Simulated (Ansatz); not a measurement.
# SiH₄ (triplet): wB97M-V, HSE06, B2PLYP, RPA-PBE over vertical spin and charge gaps and displaced geometries, 6-31G, part 2 of 2

Ansatz 0.2.0, Gaussian basis; 6-31G, all electrons in the functionals, frozen cores in the correlation of double hybrids and RPA. Earlier steps stand in the parts before.

## (13) B2PLYP, charge 0, quintet

in.yaml

```yaml
crystal:
  periodic: [false, false, false]
  atoms:
    - {symbol: Si, position_ang: [0.000000, 0.000000, 0.000000]}
    - {symbol: H, position_ang: [-0.011525, 1.085107, 1.077576]}
    - {symbol: H, position_ang: [-0.016497, -1.077632, 1.084987]}
    - {symbol: H, position_ang: [0.016497, 1.077632, -1.084987]}
    - {symbol: H, position_ang: [0.011525, -1.085107, -1.077576]}
basis:
  gaussian: {orbitals: 6-31G}
magnetization: {spin_polarized: true, initial_magnetization: 4}
hamiltonian: {xc: {name: B2PLYP}}
correlation: {electrons: outside_noble_gas}
```

On the command line:

```sh
$ ansatz run in.yaml --threads 1 --pin off --events-out ev --progress --plain --max-ram 2393MiB
```

The log of the run, shortened:

```text
Functional definition: B2PLYP
  name "B2PLYP"
  cite "Grimme, J. Chem. Phys. 124, 034108 (2006) doi:10.1063/1.2148954"
  cite "Becke, Phys. Rev. A 38, 3098 (1988) doi:10.1103/PhysRevA.38.3098"
  cite "Lee, Yang & Parr, Phys. Rev. B 37, 785 (1988) doi:10.1103/PhysRevB.37.785"
[...]
268 factors; integrals over basis functions are off by at most 2.0e-4 eV
[...]
mean field -7923.35264813 eV, -291.1778391775 hartree, gradient 2.1e-6 eV, S^2 6.022722; 5 other end points of the search recorded, 0 dependent functions left out
5 core orbitals not correlated: weight in the atoms' cores, before any rotation towards them, 1.000 or more for the frozen orbitals, at most 0.000 for the correlated occupied ones
reference -7923.35278988 eV, -291.1778443865 hartree; 6, 2 occupied and 10, 14 virtual orbitals, 268 factors
second order -1.62396253 eV of doubles, -0.00000000 eV of singles
Total energy: -7923.79125976 eV, -291.1939578576 hartree
```

Wall time 1.7 s (1 thread of Arm Neoverse V2, shared host).

From the report: ⟨S²⟩ of the determinant 6.023 (pure quintet: 6.00).

From charge 0, triplet: +184.6 kcal/mol.

## (14) B2PLYP, charge 1, doublet

Changes to in.yaml since step 13:

```diff
@@ -10,3 +10,4 @@
   gaussian: {orbitals: 6-31G}
-magnetization: {spin_polarized: true, initial_magnetization: 4}
+total_charge: 1
+magnetization: {spin_polarized: true, initial_magnetization: 1}
 hamiltonian: {xc: {name: B2PLYP}}
```

Same command.

The log of the run, shortened:

```text
Functional definition: B2PLYP
  name "B2PLYP"
  cite "Grimme, J. Chem. Phys. 124, 034108 (2006) doi:10.1063/1.2148954"
  cite "Becke, Phys. Rev. A 38, 3098 (1988) doi:10.1103/PhysRevA.38.3098"
  cite "Lee, Yang & Parr, Phys. Rev. B 37, 785 (1988) doi:10.1103/PhysRevB.37.785"
[...]
268 factors; integrals over basis functions are off by at most 2.0e-4 eV
[...]
mean field -7923.43372216 eV, -291.1808185933 hartree, gradient 3.7e-6 eV, S^2 0.778072; 0 other end points of the search recorded, 0 dependent functions left out
5 core orbitals not correlated: weight in the atoms' cores, before any rotation towards them, 1.000 or more for the frozen orbitals, at most 0.000 for the correlated occupied ones
reference -7923.43384510 eV, -291.1808231110 hartree; 4, 3 occupied and 12, 13 virtual orbitals, 268 factors
second order -1.80899603 eV of doubles, -0.00000000 eV of singles
Total energy: -7923.92227403 eV, -291.1987725431 hartree
```

Wall time 0.48 s (1 thread of Arm Neoverse V2, shared host).

From the report: ⟨S²⟩ of the determinant 0.778 (pure doublet: 0.75).

From charge 0, triplet: +181.5 kcal/mol.

## (15) B2PLYP, charge 1, quartet

Changes to in.yaml since step 14:

```diff
@@ -11,3 +11,3 @@
 total_charge: 1
-magnetization: {spin_polarized: true, initial_magnetization: 1}
+magnetization: {spin_polarized: true, initial_magnetization: 3}
 hamiltonian: {xc: {name: B2PLYP}}
```

The command is unchanged.

The log of the run, shortened:

```text
Functional definition: B2PLYP
  name "B2PLYP"
  cite "Grimme, J. Chem. Phys. 124, 034108 (2006) doi:10.1063/1.2148954"
  cite "Becke, Phys. Rev. A 38, 3098 (1988) doi:10.1103/PhysRevA.38.3098"
  cite "Lee, Yang & Parr, Phys. Rev. B 37, 785 (1988) doi:10.1103/PhysRevB.37.785"
[...]
268 factors; integrals over basis functions are off by at most 2.0e-4 eV
[...]
mean field -7918.79839469 eV, -291.0104734505 hartree, gradient 6.6e-6 eV, S^2 3.753792; 2 other end points of the search recorded, 0 dependent functions left out
5 core orbitals not correlated: weight in the atoms' cores, before any rotation towards them, 1.000 or more for the frozen orbitals, at most 0.000 for the correlated occupied ones
reference -7918.79851803 eV, -291.0104779831 hartree; 5, 2 occupied and 11, 14 virtual orbitals, 268 factors
second order -1.43101033 eV of doubles, -0.00000000 eV of singles
Total energy: -7919.18489082 eV, -291.0246769212 hartree
```

Run time: 0.69 s. Hardware: 1 thread of Arm Neoverse V2, shared host.

From the report: ⟨S²⟩ of the determinant 3.754 (pure quartet: 3.75).

From charge 0, triplet: +290.8 kcal/mol.

## (16) B2PLYP, displaced geometry v1

in.yaml

```yaml
crystal:
  periodic: [false, false, false]
  atoms:
    - {symbol: Si, position_ang: [0.003370, -0.000123, 0.005157]}
    - {symbol: H, position_ang: [-0.008988, 1.068842, 1.071580]}
    - {symbol: H, position_ang: [0.034004, -1.034587, 1.036378]}
    - {symbol: H, position_ang: [-0.035779, 1.057862, -1.103793]}
    - {symbol: H, position_ang: [-0.083136, -1.088697, -1.147872]}
basis:
  gaussian: {orbitals: 6-31G}
magnetization: {spin_polarized: true, initial_magnetization: 2}
hamiltonian: {xc: {name: B2PLYP}}
correlation: {electrons: outside_noble_gas}
```

Launched as before.

The log of the run, shortened:

```text
Functional definition: B2PLYP
  name "B2PLYP"
  cite "Grimme, J. Chem. Phys. 124, 034108 (2006) doi:10.1063/1.2148954"
  cite "Becke, Phys. Rev. A 38, 3098 (1988) doi:10.1103/PhysRevA.38.3098"
  cite "Lee, Yang & Parr, Phys. Rev. B 37, 785 (1988) doi:10.1103/PhysRevB.37.785"
[...]
268 factors; integrals over basis functions are off by at most 2.0e-4 eV
[...]
mean field -7931.18517350 eV, -291.4656791757 hartree, gradient 5.2e-6 eV, S^2 2.012610; 0 other end points of the search recorded, 0 dependent functions left out
5 core orbitals not correlated: weight in the atoms' cores, before any rotation towards them, 1.000 or more for the frozen orbitals, at most 0.000 for the correlated occupied ones
reference -7931.18530557 eV, -291.4656840292 hartree; 5, 3 occupied and 11, 13 virtual orbitals, 268 factors
second order -2.03865886 eV of doubles, -0.00000000 eV of singles
Total energy: -7931.73574346 eV, -291.4859122487 hartree
```

Wall time 0.54 s (1 thread of Arm Neoverse V2, shared host).

From the report: ⟨S²⟩ of the determinant 2.013 (pure triplet: 2.00).

From charge 0, triplet: +1.4 kcal/mol.

## (17) B2PLYP, displaced geometry v2

in.yaml

```yaml
crystal:
  periodic: [false, false, false]
  atoms:
    - {symbol: Si, position_ang: [0.011501, 0.006071, 0.001400]}
    - {symbol: H, position_ang: [-0.164898, 1.099552, 1.090570]}
    - {symbol: H, position_ang: [-0.093250, -1.095611, 1.089801]}
    - {symbol: H, position_ang: [0.022853, 1.004383, -1.061959]}
    - {symbol: H, position_ang: [-0.085178, -1.177489, -1.157431]}
basis:
  gaussian: {orbitals: 6-31G}
magnetization: {spin_polarized: true, initial_magnetization: 2}
hamiltonian: {xc: {name: B2PLYP}}
correlation: {electrons: outside_noble_gas}
```

Same command.

The log of the run, shortened:

```text
Functional definition: B2PLYP
  name "B2PLYP"
  cite "Grimme, J. Chem. Phys. 124, 034108 (2006) doi:10.1063/1.2148954"
  cite "Becke, Phys. Rev. A 38, 3098 (1988) doi:10.1103/PhysRevA.38.3098"
  cite "Lee, Yang & Parr, Phys. Rev. B 37, 785 (1988) doi:10.1103/PhysRevB.37.785"
[...]
268 factors; integrals over basis functions are off by at most 2.0e-4 eV
[...]
mean field -7931.17112976 eV, -291.4651630777 hartree, gradient 9.4e-7 eV, S^2 2.014844; 0 other end points of the search recorded, 0 dependent functions left out
5 core orbitals not correlated: weight in the atoms' cores, before any rotation towards them, 1.000 or more for the frozen orbitals, at most 0.000 for the correlated occupied ones
reference -7931.17126093 eV, -291.4651678982 hartree; 5, 3 occupied and 11, 13 virtual orbitals, 268 factors
second order -2.06954649 eV of doubles, -0.00000000 eV of singles
Total energy: -7931.73003848 eV, -291.4857025945 hartree
```

Run time: 0.54 s. Hardware: 1 thread of Arm Neoverse V2, shared host.

From the report: ⟨S²⟩ of the determinant 2.015 (pure triplet: 2.00).

From charge 0, triplet: +1.5 kcal/mol.

## (18) RPA-PBE, charge 0, triplet

in.yaml

```yaml
crystal:
  periodic: [false, false, false]
  atoms:
    - {symbol: Si, position_ang: [0.000000, 0.000000, 0.000000]}
    - {symbol: H, position_ang: [-0.011525, 1.085107, 1.077576]}
    - {symbol: H, position_ang: [-0.016497, -1.077632, 1.084987]}
    - {symbol: H, position_ang: [0.016497, 1.077632, -1.084987]}
    - {symbol: H, position_ang: [0.011525, -1.085107, -1.077576]}
basis:
  gaussian: {orbitals: 6-31G}
magnetization: {spin_polarized: true, initial_magnetization: 2}
hamiltonian: {xc: {name: PBE}}
correlation: {method: rpa, electrons: outside_noble_gas}
```

The command is unchanged.

The log of the run:

```text
Functional definition: PBE
  name "PBE"
  cite "Perdew, Burke & Ernzerhof, Phys. Rev. Lett. 77, 3865 (1996) doi:10.1103/PhysRevLett.77.3865"
  parent pbe
  parameter kappa = 0.804
  parameter beta = 0.06672455060314922
  exchange = pbe_x(kappa = kappa, mu = beta*pi^2/3)
  correlation = pbe_c(beta = beta)
268 factors; integrals over basis functions are off by at most 2.0e-4 eV
mean field evaluation 1: about -7932.0748 eV, gradient 4.8e0 eV
mean field evaluation 2: about -7932.0694 eV, gradient 4.8e0 eV
mean field evaluation 4: about -7932.3046 eV, gradient 6.0e-1 eV
mean field evaluation 8: about -7932.3074 eV, gradient 4.1e-4 eV
mean field -7932.30743555 eV, -291.5069215453 hartree, gradient 2.6e-6 eV, S^2 2.001781; 0 other end points of the search recorded, 0 dependent functions left out
5 core orbitals not correlated: weight in the atoms' cores, before any rotation towards them, 1.000 or more for the frozen orbitals, at most 0.000 for the correlated occupied ones
reference -7918.17084217 eV, -290.9874113208 hartree; 5, 3 occupied and 11, 13 virtual orbitals, 268 factors
Total energy: -7922.23631901 eV, -291.1368148390 hartree
```

It took 0.48 s on 1 thread of Arm Neoverse V2, shared host.

From the report: ⟨S²⟩ of the determinant 2.002 (pure triplet: 2.00).

## (19) RPA-PBE, charge 0, singlet

Changes to in.yaml since step 18:

```diff
@@ -10,3 +10,3 @@
   gaussian: {orbitals: 6-31G}
-magnetization: {spin_polarized: true, initial_magnetization: 2}
+magnetization: {spin_polarized: true, initial_magnetization: 0}
 hamiltonian: {xc: {name: PBE}}
```

Launched as before.

The log of the run, shortened:

```text
Functional definition: PBE
  name "PBE"
  cite "Perdew, Burke & Ernzerhof, Phys. Rev. Lett. 77, 3865 (1996) doi:10.1103/PhysRevLett.77.3865"
  parent pbe
[...]
268 factors; integrals over basis functions are off by at most 2.0e-4 eV
[...]
mean field -7932.36863423 eV, -291.5091705555 hartree, gradient 2.0e-8 eV, S^2 1.018368; 8 other end points of the search recorded, 0 dependent functions left out
5 core orbitals not correlated: weight in the atoms' cores, before any rotation towards them, 1.000 or more for the frozen orbitals, at most 0.000 for the correlated occupied ones
reference -7918.44382552 eV, -290.9974432738 hartree; 4, 4 occupied and 12, 12 virtual orbitals, 268 factors
Total energy: -7922.30960725 eV, -291.1395081321 hartree
```

It took 2.9 s on 1 thread of Arm Neoverse V2, shared host.

From the report: ⟨S²⟩ of the determinant 1.018 (pure singlet: 0.00). The determinant is far from a pure spin state, so its energy mixes those of several spin states (harmless only where they are near-degenerate, as at dissociation).

From charge 0, triplet: -1.7 kcal/mol.

## (20) RPA-PBE, charge 0, quintet

Changes to in.yaml since step 19:

```diff
@@ -10,3 +10,3 @@
   gaussian: {orbitals: 6-31G}
-magnetization: {spin_polarized: true, initial_magnetization: 0}
+magnetization: {spin_polarized: true, initial_magnetization: 4}
 hamiltonian: {xc: {name: PBE}}
```

Same command.

The log of the run, shortened:

```text
Functional definition: PBE
  name "PBE"
  cite "Perdew, Burke & Ernzerhof, Phys. Rev. Lett. 77, 3865 (1996) doi:10.1103/PhysRevLett.77.3865"
  parent pbe
[...]
268 factors; integrals over basis functions are off by at most 2.0e-4 eV
[...]
mean field -7924.22060822 eV, -291.2097361225 hartree, gradient 2.6e-6 eV, S^2 6.005633; 6 other end points of the search recorded, 0 dependent functions left out
5 core orbitals not correlated: weight in the atoms' cores, before any rotation towards them, 1.000 or more for the frozen orbitals, at most 0.000 for the correlated occupied ones
reference -7910.70232311 eV, -290.7129483078 hartree; 6, 2 occupied and 10, 14 virtual orbitals, 268 factors
Total energy: -7914.59848253 eV, -290.8561295256 hartree
```

It took 1.5 s on 1 thread of Arm Neoverse V2, shared host.

From the report: ⟨S²⟩ of the determinant 6.006 (pure quintet: 6.00).

From charge 0, triplet: +176.1 kcal/mol.

## (21) RPA-PBE, charge 1, doublet

Changes to in.yaml since step 20:

```diff
@@ -10,3 +10,4 @@
   gaussian: {orbitals: 6-31G}
-magnetization: {spin_polarized: true, initial_magnetization: 4}
+total_charge: 1
+magnetization: {spin_polarized: true, initial_magnetization: 1}
 hamiltonian: {xc: {name: PBE}}
```

Same command.

The log of the run, shortened:

```text
Functional definition: PBE
  name "PBE"
  cite "Perdew, Burke & Ernzerhof, Phys. Rev. Lett. 77, 3865 (1996) doi:10.1103/PhysRevLett.77.3865"
  parent pbe
[...]
268 factors; integrals over basis functions are off by at most 2.0e-4 eV
[...]
mean field -7924.05713503 eV, -291.2037285936 hartree, gradient 4.8e-6 eV, S^2 0.757891; 4 other end points of the search recorded, 0 dependent functions left out
5 core orbitals not correlated: weight in the atoms' cores, before any rotation towards them, 1.000 or more for the frozen orbitals, at most 0.000 for the correlated occupied ones
reference -7910.75381164 eV, -290.7148404762 hartree; 4, 3 occupied and 12, 13 virtual orbitals, 268 factors
Total energy: -7914.48745915 eV, -290.8520494913 hartree
```

Run time: 1.1 s. Hardware: 1 thread of Arm Neoverse V2, shared host.

From the report: ⟨S²⟩ of the determinant 0.758 (pure doublet: 0.75).

From charge 0, triplet: +178.7 kcal/mol.

## (22) RPA-PBE, charge 1, quartet

Changes to in.yaml since step 21:

```diff
@@ -11,3 +11,3 @@
 total_charge: 1
-magnetization: {spin_polarized: true, initial_magnetization: 1}
+magnetization: {spin_polarized: true, initial_magnetization: 3}
 hamiltonian: {xc: {name: PBE}}
```

The command is unchanged.

The log of the run, shortened:

```text
Functional definition: PBE
  name "PBE"
  cite "Perdew, Burke & Ernzerhof, Phys. Rev. Lett. 77, 3865 (1996) doi:10.1103/PhysRevLett.77.3865"
  parent pbe
[...]
268 factors; integrals over basis functions are off by at most 2.0e-4 eV
[...]
mean field -7919.47520805 eV, -291.0353458829 hartree, gradient 1.2e-6 eV, S^2 3.750970; 7 other end points of the search recorded, 0 dependent functions left out
5 core orbitals not correlated: weight in the atoms' cores, before any rotation towards them, 1.000 or more for the frozen orbitals, at most 0.000 for the correlated occupied ones
reference -7906.55330136 eV, -290.5604745707 hartree; 5, 2 occupied and 11, 14 virtual orbitals, 268 factors
Total energy: -7909.87953712 eV, -290.6827114804 hartree
```

Run time: 2.2 s. Hardware: 1 thread of Arm Neoverse V2, shared host.

From the report: ⟨S²⟩ of the determinant 3.751 (pure quartet: 3.75).

From charge 0, triplet: +285.0 kcal/mol.

## (23) RPA-PBE, displaced geometry v1

in.yaml

```yaml
crystal:
  periodic: [false, false, false]
  atoms:
    - {symbol: Si, position_ang: [0.003370, -0.000123, 0.005157]}
    - {symbol: H, position_ang: [-0.008988, 1.068842, 1.071580]}
    - {symbol: H, position_ang: [0.034004, -1.034587, 1.036378]}
    - {symbol: H, position_ang: [-0.035779, 1.057862, -1.103793]}
    - {symbol: H, position_ang: [-0.083136, -1.088697, -1.147872]}
basis:
  gaussian: {orbitals: 6-31G}
magnetization: {spin_polarized: true, initial_magnetization: 2}
hamiltonian: {xc: {name: PBE}}
correlation: {method: rpa, electrons: outside_noble_gas}
```

The command is unchanged.

The log of the run:

```text
Functional definition: PBE
  name "PBE"
  cite "Perdew, Burke & Ernzerhof, Phys. Rev. Lett. 77, 3865 (1996) doi:10.1103/PhysRevLett.77.3865"
  parent pbe
  parameter kappa = 0.804
  parameter beta = 0.06672455060314922
  exchange = pbe_x(kappa = kappa, mu = beta*pi^2/3)
  correlation = pbe_c(beta = beta)
268 factors; integrals over basis functions are off by at most 2.0e-4 eV
mean field evaluation 1: about -7931.9853 eV, gradient 5.0e0 eV
mean field evaluation 2: about -7931.9799 eV, gradient 5.0e0 eV
mean field evaluation 4: about -7932.2312 eV, gradient 8.4e-1 eV
mean field evaluation 8: about -7932.2385 eV, gradient 9.9e-3 eV
mean field -7932.23849715 eV, -291.5043881058 hartree, gradient 3.9e-6 eV, S^2 2.001892; 0 other end points of the search recorded, 0 dependent functions left out
5 core orbitals not correlated: weight in the atoms' cores, before any rotation towards them, 1.000 or more for the frozen orbitals, at most 0.000 for the correlated occupied ones
reference -7918.11971395 eV, -290.9855323933 hartree; 5, 3 occupied and 11, 13 virtual orbitals, 268 factors
Total energy: -7922.16599219 eV, -291.1342303760 hartree
```

It took 0.51 s on 1 thread of Arm Neoverse V2, shared host.

From the report: ⟨S²⟩ of the determinant 2.002 (pure triplet: 2.00).

From charge 0, triplet: +1.6 kcal/mol.

## (24) RPA-PBE, displaced geometry v2

in.yaml

```yaml
crystal:
  periodic: [false, false, false]
  atoms:
    - {symbol: Si, position_ang: [0.011501, 0.006071, 0.001400]}
    - {symbol: H, position_ang: [-0.164898, 1.099552, 1.090570]}
    - {symbol: H, position_ang: [-0.093250, -1.095611, 1.089801]}
    - {symbol: H, position_ang: [0.022853, 1.004383, -1.061959]}
    - {symbol: H, position_ang: [-0.085178, -1.177489, -1.157431]}
basis:
  gaussian: {orbitals: 6-31G}
magnetization: {spin_polarized: true, initial_magnetization: 2}
hamiltonian: {xc: {name: PBE}}
correlation: {method: rpa, electrons: outside_noble_gas}
```

Same command.

The log of the run, shortened:

```text
Functional definition: PBE
  name "PBE"
  cite "Perdew, Burke & Ernzerhof, Phys. Rev. Lett. 77, 3865 (1996) doi:10.1103/PhysRevLett.77.3865"
  parent pbe
[...]
268 factors; integrals over basis functions are off by at most 2.0e-4 eV
[...]
mean field -7932.24018214 eV, -291.5044500281 hartree, gradient 1.9e-6 eV, S^2 2.002244; 0 other end points of the search recorded, 0 dependent functions left out
5 core orbitals not correlated: weight in the atoms' cores, before any rotation towards them, 1.000 or more for the frozen orbitals, at most 0.000 for the correlated occupied ones
reference -7918.09815151 eV, -290.9847399885 hartree; 5, 3 occupied and 11, 13 virtual orbitals, 268 factors
Total energy: -7922.20605299 eV, -291.1357025832 hartree
```

Run time: 0.51 s. Hardware: 1 thread of Arm Neoverse V2, shared host.

From the report: ⟨S²⟩ of the determinant 2.002 (pure triplet: 2.00).

From charge 0, triplet: +0.7 kcal/mol.

## (25) Against the wave-function levels

The yardstick is full CI for this spin, exact in this basis with these frozen cores. It comes from earlier runs at the same points. Energies in kcal/mol, counted from charge 0, triplet; blanks weren't run or aren't comparable.

```
  level  triplet to singlet  triplet to quintet  ionisation to the doublet cation  ionisation to the quartet cation  displacement v1  displacement v2
    FCI                -5.8               181.7                             176.7                             282.2              1.5              0.5
wB97M-V                -6.2               193.2                             183.9                             296.9              1.4              1.9
  HSE06                                                                     189.8                                                                    
 B2PLYP                -4.4               184.6                             181.5                             290.8              1.4              1.5
RPA-PBE                -1.7               176.1                             178.7                             285.0              1.6              0.7
```

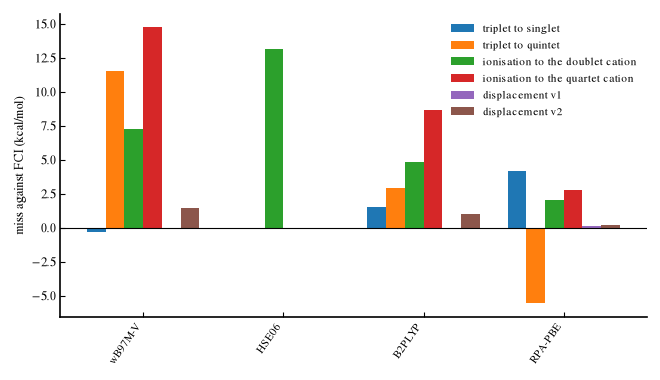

Misses of the gaps against FCI.

Largest miss and mean time a point (FCI took 3.6 s a point; shared hosts):

```
  level  largest miss (kcal/mol)                             where  time a point
wB97M-V                    +14.7  ionisation to the quartet cation         5.9 s
  HSE06                    +13.2  ionisation to the doublet cation        0.66 s
 B2PLYP                     +8.6  ionisation to the quartet cation        0.77 s
RPA-PBE                     -5.5                triplet to quintet         1.3 s
```

## (26) Results

This closing draws on all 2 parts.

| quantity | value |
| --- | --- |
| triplet to singlet, FCI | -5.8 kcal/mol |
| triplet to quintet, FCI | 181.7 kcal/mol |
| ionisation to the doublet cation, FCI | 176.7 kcal/mol |
| ionisation to the quartet cation, FCI | 282.2 kcal/mol |
| displacement v1, FCI | 1.5 kcal/mol |
| displacement v2, FCI | 0.5 kcal/mol |
| largest miss, wB97M-V | +14.7 kcal/mol (ionisation to the quartet cation) |
| largest miss, HSE06 | +13.2 kcal/mol (ionisation to the doublet cation) |
| largest miss, B2PLYP | +8.6 kcal/mol (ionisation to the quartet cation) |
| largest miss, RPA-PBE | -5.5 kcal/mol (triplet to quintet) |

In words: Misses are known at 6 of 6 points at best, and only functionals with that many are ranked. Of the functionals, RPA-PBE keep the smallest largest miss at the points compared (at most 5.5 kcal/mol) and wB97M-V strays most (14.7 kcal/mol, at ionisation to the quartet cation). RPA-PBE clearly breaks the spin symmetry at some points (⟨S²⟩ up to 1.02 above the pure value), so energy there is bought with a mixed spin. Functionals and the yardstick converge differently with the basis, so part of each miss in 6-31G is the basis.
